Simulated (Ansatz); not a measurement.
ClH4NSi

```xyz
7

Si   -0.4381   -0.0692    0.4514
H    -0.0575    0.4965    1.7627
N     0.6509    0.5106   -0.7192
H     1.6413    0.5173   -0.5351
H    -1.8089    0.2922    0.0331
Cl   -0.4515   -2.1250    0.7072
H     0.4637    0.3777   -1.7001
```

The reactant side of a reaction path; geometry: PBE0-D4/def2-TZVP.

These are results of RKS PBE0-D4/def2-TZVPP (Ansatz 0.2.0), not measurements.

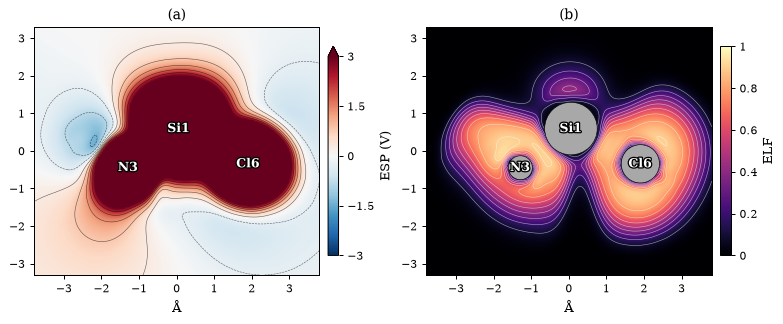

Figure 1. (a) electrostatic potential; (b) ELF on the plane of atoms N3, Si1 and Cl6. Grey discs cover the atomic cores in the ELF map.

**What do the fields say about this system?**

- The plane passes through Si, N and Cl nuclei.
- Si–N (1.70 Å): the ELF peaks at about 0.90 between the atoms; a polar covalent bond.
- Si–Cl (2.07 Å): the ELF peaks at about 0.90 between the atoms, as expected for a shared but strongly polarised pair.
- The ELF also peaks beside Cl6 and N3, away from the bonds: lone-pair regions.
- Outside the dense part of the molecule the potential is most negative (−1.4 V) near N3.

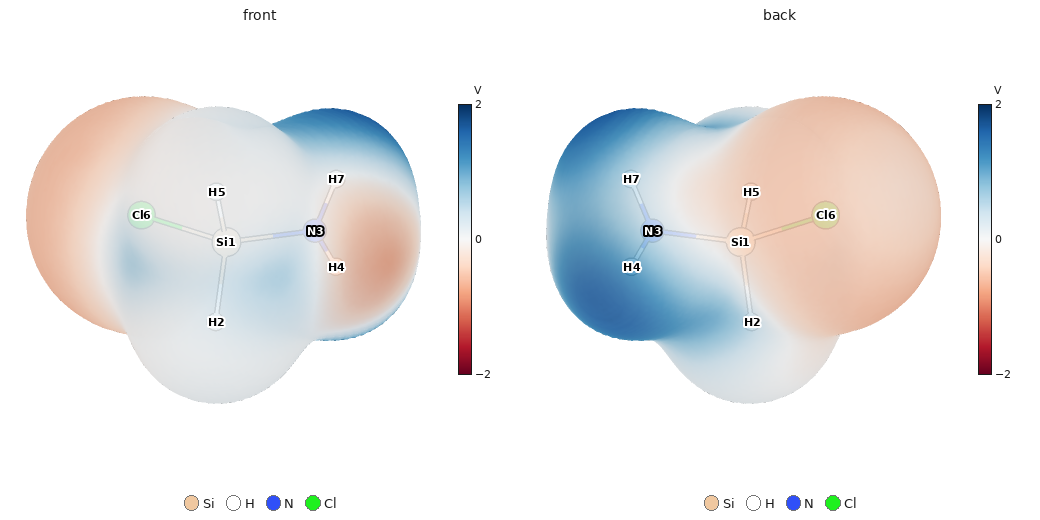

Figure 2. The molecular electrostatic potential painted on the density surface at 0.001 e/bohr³, seen from the front and from behind; red is negative and blue positive.

**Where is the surface potential most negative and most positive?**

The most negative region (about −0.7 V) lies over N3, the most positive (about +1.6 V) over H4 and H7.

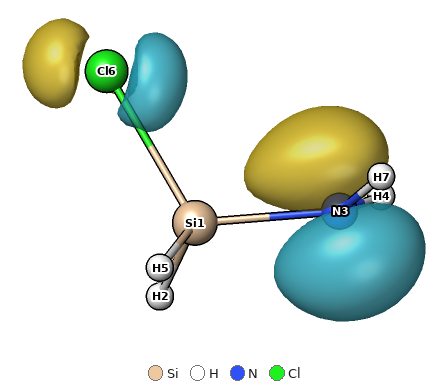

Figure 3. The HOMO at ±0.2 Å⁻³ᐟ² (yellow and cyan are the two phases), seen from one side.

**Where does this orbital lie, and at what energy?**

Its weight (Hirshfeld) is mainly on N3 (about 65 %) and Cl6 (about 15 %). Its energy is −8.05 eV.
